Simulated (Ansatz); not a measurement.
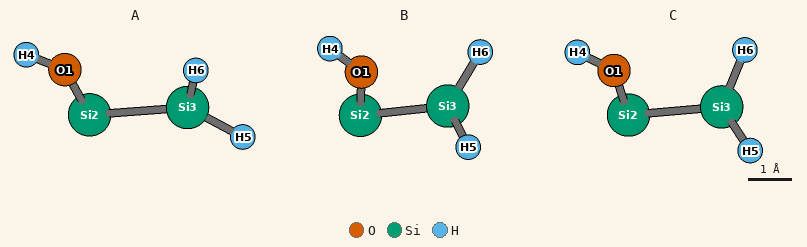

3 geometries from a converged minimum-energy path of Si2H3O (charge +1), shuffled. A ball-and-stick model, seen from a free direction.

Theory: RKS CAM-B3LYP-D4/def2-SVP (Ansatz). Run with 7 movable images; climbing image; force threshold 0.05 eV/Å; iteration limit 60; starting path by image-dependent pair potential.

Question: Which frame is the top of the path?

Answer: A. In order along the path, whose images run from 0 to 8: A (image 4, +18.9 kcal/mol), C (image 6, +17.0 kcal/mol), B (image 7, +9.8 kcal/mol). The motion is an edge inversion through a T-shaped arrangement: the angle Si3–O1–H4 opens from 141° to 174° on the way. No bond forms or breaks between the ends. Among the angles between lasting bonds that change up to the highest image: O1–Si2–Si3 50.5° → 86.3°, Si2–O1–H4 138.2° → 125.9°.
